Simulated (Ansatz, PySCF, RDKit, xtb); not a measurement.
# Which structure has the formula CH4Sn?, part 2 of 2

Given the formula CH4Sn and nothing else, which arrangement of the atoms is the most stable in the gas at 298.15 K, and what are its properties?

xtb, Ansatz and PySCF; isolated molecules.

### Step 11. Putting it together

Energies in kcal/mol from c886a; G adds the thermal terms to the CCSD(T)/def2-TZVPP energy. The columns left of the relaxed level are at the tight-binding geometries.

| label | SMILES | spin | HF/STO-3G | r2SCAN-D4/def2-SVP | B3LYP-D3(BJ)/def2-SVP | HF/def2-TZVPP | MP2/def2-TZVPP | CCSD(T)/def2-TZVPP | G | share at equilibrium | T1 |
| --- | --- | --- | --- | --- | --- | --- | --- | --- | --- | --- | --- |
| c886a | [CH3][SnH] | singlet | 0.0 | 0.0 | 0.0 | 0.0 | 0.0 | 0.0 | 0.0 | 100.0 % | 0.014 |
| c453b | [CH3][SnH] | triplet | 19.2 | 27.6 | 30.7 | 14.7 | 28.9 | 28.3 | 27.3 | < 0.1 % | 0.016 |
| c928a | [CH2]=[SnH2] | singlet | 45.9 | 40.6 | 40.2 | 43.5 | 33.1 | 32.1 | 29.9 | < 0.1 % | 0.017 |

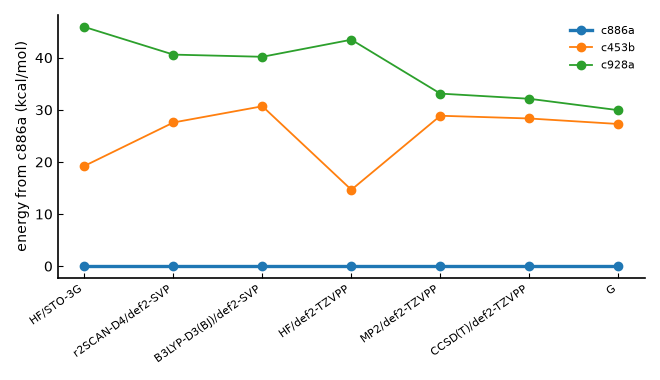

The finalists at each level, measured from c886a.

Lowest found: c886a, `[CH3][SnH]`, a singlet of point group Cs. Bond lengths: C1–Sn2 2.224 Å, C1–H3 1.104 Å, C1–H4 1.100 Å, C1–H5 1.104 Å, Sn2–H6 1.797 Å. Angles: C1–Sn2–H6 91.7°, Sn2–C1–H3 109.3°, Sn2–C1–H4 112.3°, Sn2–C1–H5 109.3°, H3–C1–H4 109.3°, H3–C1–H5 107.1°, H4–C1–H5 109.4°.

```xyz
6

C    -2.1104   -0.5981   -0.4573
Sn   -0.0515    0.1562   -0.0840
H    -2.4703   -1.1339    0.4378
H    -2.8131    0.2106   -0.7047
H    -2.0876   -1.3283   -1.2844
H     0.5561   -1.5049    0.2343
```

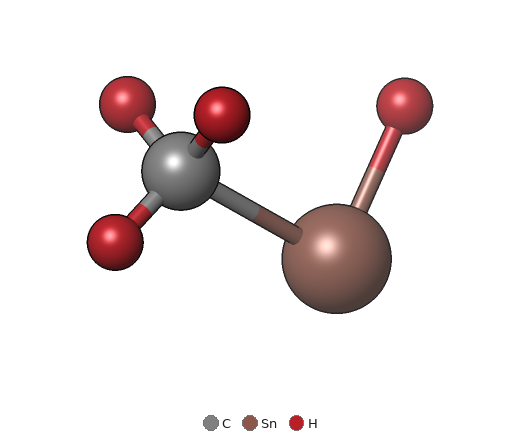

The lowest structure found, seen from a chosen angle (carbon grey, tin brown, hydrogen red).

### Step 12. Density, orbitals and dipole (PBE0/def2-TZVPD)

Input file input.yaml:

```yaml
crystal:
  periodic: [false, false, false]
  atoms:
    - {symbol: C, position_ang: [-2.110407, -0.598097, -0.457334]}
    - {symbol: Sn, position_ang: [-0.051533, 0.156217, -0.084045]}
    - {symbol: H, position_ang: [-2.470283, -1.133875, 0.437823]}
    - {symbol: H, position_ang: [-2.813112, 0.210643, -0.704653]}
    - {symbol: H, position_ang: [-2.087571, -1.328350, -1.284377]}
    - {symbol: H, position_ang: [0.556085, -1.504890, 0.234270]}
basis:
  gaussian:
    orbitals: def2-TZVPD
hamiltonian:
  xc: pbe0
output: {forces: true, orbitals: {seedname: orbitals}}
```

The run is started by

```
$ ansatz run input.yaml --threads 1 --pin off --max-ram 2610MiB --events-out events.jsonl --progress --plain --runs-dir runs
```

What it wrote (excerpt; [...] marks lines left out):

```text
Warning: RAYON_NUM_THREADS=1 ignored (pool sized by the plan → 1); use --threads N
Functional definition: PBE0
  name "PBE0"
[...]
866 factors; their error is unknown
[...]
mean field -6931.99011306 eV, -254.7459379834 hartree, gradient 4.2e-5 eV, S^2 0.000000; 0 other end points of the search recorded, 0 dependent functions left out
[...]
reference -6931.99014612 eV, -254.7459391984 hartree; 16, 16 occupied and 113, 113 virtual orbitals, 866 factors
Total energy: -6931.99014612 eV, -254.7459391984 hartree
Atom 0 at    -2.110407    -0.598097    -0.457334 Å, force     0.055306     0.016538     0.010662 eV/Å
Atom 1 at    -0.051533     0.156217    -0.084045 Å, force    -0.321367    -0.325012    -0.035562 eV/Å
Atom 2 at    -2.470283    -1.133875     0.437823 Å, force     0.107558     0.151348    -0.242732 eV/Å
Atom 3 at    -2.813112     0.210643    -0.704653 Å, force     0.209509    -0.226181     0.072089 eV/Å
Atom 4 at    -2.087571    -1.328350    -1.284377 Å, force     0.003273     0.204706     0.227199 eV/Å
Atom 5 at     0.556085    -1.504890     0.234270 Å, force    -0.054279     0.178602    -0.031655 eV/Å
Dipole moment:    -0.066508     0.095899    -0.025342 e Å
```

Wall time 1.9 s (1 thread of Intel Xeon 6975P-C (Granite Rapids), shared host).

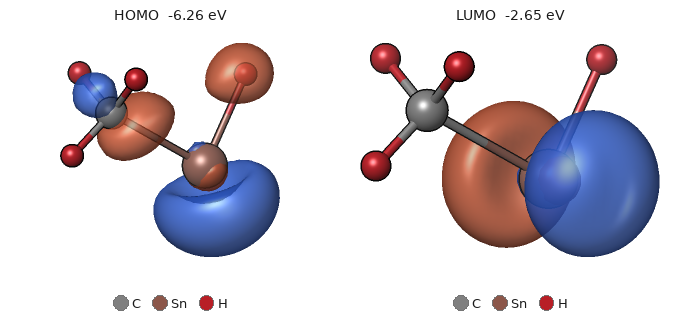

Frontier orbitals of this run, surfaces at ±0.2 Å^-3/2.

### Step 13. Frequencies after a tight-binding relaxation (GFN2-xTB)

Input file start.xyz:

```xyz
6
c886a
C     -2.110407    -0.598097    -0.457334
Sn    -0.051533     0.156217    -0.084045
H     -2.470283    -1.133875     0.437823
H     -2.813112     0.210643    -0.704653
H     -2.087571    -1.328350    -1.284377
H      0.556085    -1.504890     0.234270
```

The run is started by

```
$ xtb start.xyz --gfn 2 --ohess tight
```

What it wrote (excerpt; [...] marks lines left out):

```text
* xtb version 6.7.1
[...]
          :  # basis functions                  18          :
[...]
          :  # electrons                        12          :
[...]
          :  Hamiltonian                  GFN2-xTB          :
[...]
          :  net charge                          0          :
          :  unpaired electrons                  0          :
[...]
   *** convergence criteria satisfied after 10 iterations ***
[...]
   *** GEOMETRY OPTIMIZATION CONVERGED AFTER 7 ITERATIONS ***
[...]
   *** convergence criteria satisfied after 3 iterations ***
[...]
         ::                     SUMMARY                     ::
         :::::::::::::::::::::::::::::::::::::::::::::::::::::
         :: total energy              -6.268031715229 Eh    ::
         :: gradient norm              0.000149209545 Eh/a0 ::
         :: HOMO-LUMO gap              2.878958836759 eV    ::
         ::.................................................::
         :: SCC energy                -6.321771569973 Eh    ::
         :: -> isotropic ES            0.003685367207 Eh    ::
         :: -> anisotropic ES          0.005671927216 Eh    ::
         :: -> anisotropic XC          0.000553999115 Eh    ::
         :: -> dispersion             -0.002497190450 Eh    ::
         :: repulsion energy           0.053739854744 Eh    ::
         :: add. restraining           0.000000000000 Eh    ::
         :: total charge              -0.000000000000 e     ::
         :::::::::::::::::::::::::::::::::::::::::::::::::::::
[...]
         6        2.0000           -0.3725502             -10.1376 (HOMO)
         7                         -0.2667504              -7.2586 (LUMO)
[...]
     #   Z          covCN         q      C6AA      α(0)
     1   6 C        3.630    -0.195    24.820     7.174
     2  50 Sn       1.729     0.224   458.128    46.005
     3   1 H        0.925     0.047     2.353     2.399
     4   1 H        0.924     0.031     2.568     2.506
Molecule has the following symmetry elements: (sigma)
It seems to be the Cs point group
     5   1 H        0.925     0.047     2.353     2.399
     6   1 H        0.872    -0.155     7.980     4.423
[...]
          | TOTAL ENERGY               -6.268031715229 Eh   |
          | TOTAL ENTHALPY             -6.224606760323 Eh   |
          | TOTAL FREE ENERGY          -6.256803973439 Eh   |
          | GRADIENT NORM               0.000149215551 Eh/α |
[...]
```

Run time: 0.07 s. Hardware: 1 thread of Intel Xeon 6975P-C (Granite Rapids), shared host.

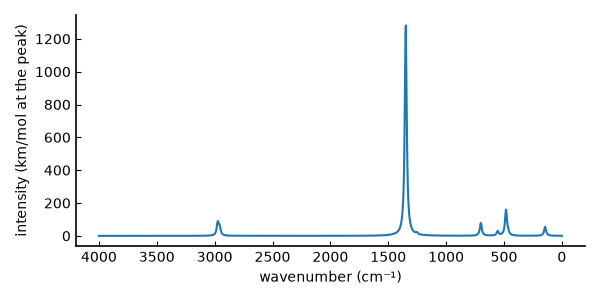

Harmonic infrared spectrum, unscaled, lines broadened by 10 cm⁻¹.

### Step 14. Electronic excitations (TD-PBE0/def2-SVPD)

An in-house driver calls PySCF's response routines at TD-PBE0/def2-SVPD; it has no typed input.

What it wrote:

```text
coarse grid: 23096 points
cycle   1  E = -252.8539648221  dE = -2.133e+01  |g| = 2.687e+00  |ddm| = 8.981e+00
cycle   2  E = -250.0073968795  dE =  2.847e+00  |g| = 4.532e+00  |ddm| = 1.420e+01
cycle   3  E = -254.6793341519  dE = -4.672e+00  |g| = 2.422e-01  |ddm| = 1.201e+01
cycle   4  E = -254.6917244757  dE = -1.239e-02  |g| = 1.060e-01  |ddm| = 4.992e-01
cycle   5  E = -254.6951756131  dE = -3.451e-03  |g| = 5.782e-02  |ddm| = 2.069e-01
cycle   6  E = -254.6961162691  dE = -9.407e-04  |g| = 5.862e-03  |ddm| = 6.232e-02
cycle   7  E = -254.6961302087  dE = -1.394e-05  |g| = 6.818e-04  |ddm| = 1.175e-02
cycle   8  E = -254.6961304227  dE = -2.141e-07  |g| = 1.921e-04  |ddm| = 1.706e-03
final grid: 46744 points
cycle   9  E = -254.6961410831  dE = -2.151e-08  |g| = 1.475e-04  |ddm| = 1.881e-03
cycle  10  E = -254.6961410863  dE = -3.216e-09  |g| = 1.304e-04  |ddm| = 5.089e-04
cycle  11  E = -254.6961410939  dE = -7.628e-09  |g| = 1.853e-05  |ddm| = 2.304e-04
cycle  12  E = -254.6961410940  dE = -9.538e-11  |g| = 4.026e-06  |ddm| = 2.273e-05
converged SCF energy = -254.6961410940

Static polarisability (au): isotropic 62.103, principal 49.631 62.095 74.585

Singlet excitations
state   eV       nm        f      main configurations
  1   2.3675    523.7   0.01718   H->L 0.99
  2   3.6564    339.1   0.00008   H-1->L 1.00
  3   5.4589    227.1   0.14642   H->L+1 0.94
  4   5.8575    211.7   0.24754   H->L+2 0.94
  5   6.4552    192.1   0.04259   H->L+3 0.83, H-1->L+1 0.11
  6   6.9069    179.5   0.15118   H-1->L+1 0.73, H->L+3 0.09, H-2->L 0.09
  7   7.0533    175.8   0.02508   H->L+4 0.80, H-3->L 0.20
  8   7.1200    174.1   0.01566   H-3->L 0.80, H->L+4 0.19

Triplet excitations (Tamm-Dancoff, eV): 1.4191 3.2607 4.4216
```

It took 3.3 s on 1 thread of Intel Xeon 6975P-C (Granite Rapids), shared host.

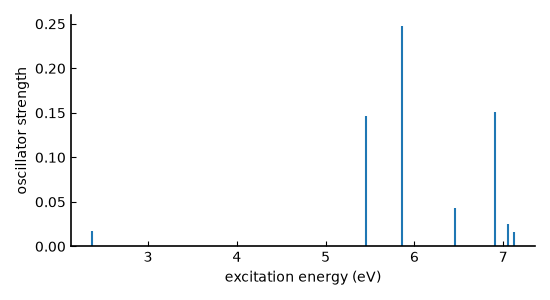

Vertical excitations as sticks.

The roots found:

| excited state | energy (eV) | strength |
| --- | --- | --- |
| 1 | 2.368 | 0.0172 |
| 2 | 3.656 | 0.0001 |
| 3 | 5.459 | 0.1464 |
| 4 | 5.857 | 0.2475 |
| 5 | 6.455 | 0.0426 |
| 6 | 6.907 | 0.1512 |
| 7 | 7.053 | 0.0251 |
| 8 | 7.120 | 0.0157 |

### Step 15. The cation at the same geometry (PBE0/def2-TZVPD)

Input file input.yaml:

```yaml
crystal:
  periodic: [false, false, false]
  atoms:
    - symbol: C
      position_ang: [-2.110407, -0.598097, -0.457334]
    - symbol: Sn
      position_ang: [-0.051533, 0.156217, -0.084045]
    - symbol: H
      position_ang: [-2.470283, -1.133875, 0.437823]
    - symbol: H
      position_ang: [-2.813112, 0.210643, -0.704653]
    - symbol: H
      position_ang: [-2.087571, -1.328350, -1.284377]
    - symbol: H
      position_ang: [0.556085, -1.504890, 0.234270]
basis:
  gaussian: {orbitals: def2-TZVPD}
total_charge: 1
hamiltonian: {xc: pbe0}
magnetization: {spin_polarized: true, initial_magnetization: 1}
```

The run is started by

```
$ ansatz run input.yaml --threads 1 --pin off --max-ram 2610MiB --events-out events.jsonl --progress --plain --runs-dir runs
```

What it wrote:

```text
Warning: RAYON_NUM_THREADS=1 ignored (pool sized by the plan → 1); use --threads N
[... 2 set-up lines as earlier in the session ...]
  parameter a = 0.25
  parameter kappa = 0.804
  parameter beta = 0.06672455060314922
  exchange = (1 - a)*pbe_x(kappa = kappa, mu = beta*pi^2/3) + a*exact_x
  correlation = pbe_c(beta = beta)
866 factors; their error is unknown
mean field evaluation 1: about -6906.5957 eV, gradient 5.9e1 eV
mean field evaluation 2: about -6812.7190 eV, gradient 1.0e2 eV
mean field evaluation 4: about -6923.1609 eV, gradient 7.6e0 eV
mean field evaluation 8: about -6923.5617 eV, gradient 3.4e-1 eV
mean field evaluation 16: about -6923.6302 eV, gradient 6.3e-4 eV
mean field -6923.63023568 eV, -254.4387181560 hartree, gradient 2.1e-5 eV, S^2 0.757742; 0 other end points of the search recorded, 0 dependent functions left out
reference -6923.63026648 eV, -254.4387192881 hartree; 16, 15 occupied and 113, 114 virtual orbitals, 866 factors
Total energy: -6923.63026648 eV, -254.4387192881 hartree
```

Wall time 2.7 s (1 thread of Intel Xeon 6975P-C (Granite Rapids), shared host).

Difference from the parent: 8.36 eV.

### Step 16. The anion at the same geometry (PBE0/def2-TZVPD)

Input file input.yaml:

```yaml
basis:
  gaussian: {orbitals: def2-TZVPD}
crystal:
  periodic: [false, false, false]
  atoms:
    - {symbol: C, position_ang: [-2.110407, -0.598097, -0.457334]}
    - {symbol: Sn, position_ang: [-0.051533, 0.156217, -0.084045]}
    - {symbol: H, position_ang: [-2.470283, -1.133875, 0.437823]}
    - {symbol: H, position_ang: [-2.813112, 0.210643, -0.704653]}
    - {symbol: H, position_ang: [-2.087571, -1.328350, -1.284377]}
    - {symbol: H, position_ang: [0.556085, -1.504890, 0.234270]}
scf: {lower_state_search: "off"}
total_charge: -1
hamiltonian: {xc: pbe0}
magnetization: {spin_polarized: true, initial_magnetization: 1}
```

The run is started by

```
$ ansatz run input.yaml --threads 1 --pin off --max-ram 2610MiB --events-out events.jsonl --progress --plain --runs-dir runs
```

What it wrote (excerpt; [...] marks lines left out):

```text
Warning: RAYON_NUM_THREADS=1 ignored (pool sized by the plan → 1); use --threads N
[... 2 set-up lines as earlier in the session ...]
[...]
866 factors; their error is unknown
[...]
mean field -6932.90849637 eV, -254.7796879475 hartree, gradient 7.6e-6 eV, S^2 0.755603; 0 other end points of the search recorded, 0 dependent functions left out
reference -6932.90853060 eV, -254.7796892052 hartree; 17, 16 occupied and 112, 113 virtual orbitals, 866 factors
Total energy: -6932.90853060 eV, -254.7796892052 hartree
Checks for a lower state left out: stability, starts, cluster_reference, orbital_swaps, neighbouring_geometries, increment
```

Run time: 1.8 s. Hardware: 1 thread of Intel Xeon 6975P-C (Granite Rapids), shared host.

Parent less the species with the added electron: 0.92 eV.

### Step 17. The triplet at the same geometry (PBE0/def2-TZVPD)

input.yaml: that of step 16 with these lines changed.

```diff
@@ -1,3 +1 @@
-basis:
-  gaussian: {orbitals: def2-TZVPD}
 crystal:
@@ -11,5 +9,9 @@
     - {symbol: H, position_ang: [0.556085, -1.504890, 0.234270]}
-scf: {lower_state_search: "off"}
-total_charge: -1
-hamiltonian: {xc: pbe0}
-magnetization: {spin_polarized: true, initial_magnetization: 1}
+basis:
+  gaussian:
+    orbitals: def2-TZVPD
+magnetization:
+  spin_polarized: true
+  initial_magnetization: 2
+hamiltonian:
+  xc: {name: PBE0}
```

The run is started by

```
$ ansatz run input.yaml --threads 1 --pin off --max-ram 2610MiB --events-out events.jsonl --progress --plain --runs-dir runs
```

What it wrote (excerpt; [...] marks lines left out):

```text
Warning: RAYON_NUM_THREADS=1 ignored (pool sized by the plan → 1); use --threads N
[... 7 set-up lines as earlier in the session ...]
866 factors; their error is unknown
mean field evaluation 1: about -6923.5039 eV, gradient 3.8e1 eV
mean field evaluation 2: about -6911.0684 eV, gradient 5.5e1 eV
mean field evaluation 4: about -6930.4130 eV, gradient 2.4e0 eV
mean field evaluation 8: about -6930.4382 eV, gradient 1.1e-1 eV
mean field evaluation 16: about -6930.5074 eV, gradient 5.3e-4 eV
mean field -6930.50742634 eV, -254.6914502512 hartree, gradient 1.5e-5 eV, S^2 2.003248; 0 other end points of the search recorded, 0 dependent functions left out
reference -6930.50746206 eV, -254.6914515639 hartree; 17, 15 occupied and 112, 114 virtual orbitals, 866 factors
Total energy: -6930.50746206 eV, -254.6914515639 hartree
```

Wall time 2.8 s (1 thread of Intel Xeon 6975P-C (Granite Rapids), shared host).

It lies 1.48 eV above the singlet.

### Step 18. Stability of the closed-shell solution (PBE0/def2-SVP)

Input file input.py:

```python
from pyscf import gto, dft

mol = gto.M(
    atom='''
C   -2.110407  -0.598097  -0.457334
Sn  -0.051533   0.156217  -0.084045
H   -2.470283  -1.133875   0.437823
H   -2.813112   0.210643  -0.704653
H   -2.087571  -1.328350  -1.284377
H    0.556085  -1.504890   0.234270
''',
    verbose=3,
    basis='def2-svp',
    charge=0,
    spin=0,
    ecp={'Sn': 'def2-svp'},
    max_memory=1860,
)

mf = dft.RKS(mol)
mf.xc = 'pbe0'
mf = mf.density_fit(auxbasis='def2-universal-jkfit')
mf.max_cycle = 100
mf.grids.level = 3
mf.kernel()
if not mf.converged:
    mf = mf.newton().run(mf.mo_coeff, mf.mo_occ)

e_tot = mf.e_tot
print('Final energy', e_tot)
mo_i, mo_e, stable_i, stable_e = mf.stability(internal=True, external=True, return_status=True)
print('stable: internal', stable_i, 'external', stable_e)
```

The run is started by

```
$ OMP_NUM_THREADS=1 python input.py
```

What it wrote:

```text
converged SCF energy = -254.693588805799
Final energy -254.69358880579887
<class 'pyscf.df.df_jk.DFRKS'> wavefunction is stable in the internal stability analysis
<class 'pyscf.df.df_jk.DFRKS'> wavefunction is stable in the real -> complex stability analysis
<class 'pyscf.df.df_jk.DFRKS'> wavefunction is stable in the RHF/RKS -> UHF/UKS stability analysis
stable: internal True external True
```

Wall time 20 s (1 thread of Intel Xeon 6975P-C (Granite Rapids), shared host).

### Step 19. Outcome

The summary covers parts 1 to 2.

| quantity | value |
| --- | --- |
| lowest structure found | [CH3][SnH], singlet, Cs |
| next finalist | [CH3][SnH], triplet, 27.3 kcal/mol higher in G |
| share at equilibrium, among the finalists | 100.0 % |
| funnel | 13 starts, 7 minima at GFN2-xTB, 6 screening runs, 3 relaxed, 3 ranked |
| CPU time of all runs | 6 min |
| harmonic wavenumbers, lowest and highest (B3LYP-D3(BJ)/def2-SVP) | 137 and 3142 cm⁻¹ |
| rotational constants, same geometry | 2.612, 0.2318, 0.2218 cm⁻¹ |
| dipole moment (PBE0/def2-TZVPD) | 0.57 D |
| HOMO energy (PBE0/def2-TZVPD) | -6.26 eV |
| LUMO energy (PBE0/def2-TZVPD) | -2.65 eV |
| HOMO–LUMO gap (PBE0/def2-TZVPD) | 3.61 eV |
| lowest excitation (TD-PBE0/def2-SVPD) | 2.37 eV (f = 0.017) |
| strongest of the states computed, same level | 5.86 eV (f = 0.248) |
| lowest triplet excitation, same level, Tamm-Dancoff | 1.42 eV |
| vertical ionisation energy | 8.36 eV |
| vertical electron affinity | 0.92 eV |
| vertical triplet less singlet | +1.48 eV |

What this shows: The lowest structure found is `[CH3][SnH]`. Among the finalists first place is clear (27.3 kcal/mol); structures outside the list aren't covered. HF/STO-3G, r2SCAN-D4/def2-SVP, B3LYP-D3(BJ)/def2-SVP, HF/def2-TZVPP and MP2/def2-TZVPP already put its bonding pattern lowest among the structures in one piece. The largest share of the time went into the vibrations (27 %). Spin-orbit coupling, which matters for elements this heavy, is left out. Lowest found is not proven lowest: the search is finite, and each finalist counts with one conformer. Patterns outside the rules of the enumeration were met only by chance.
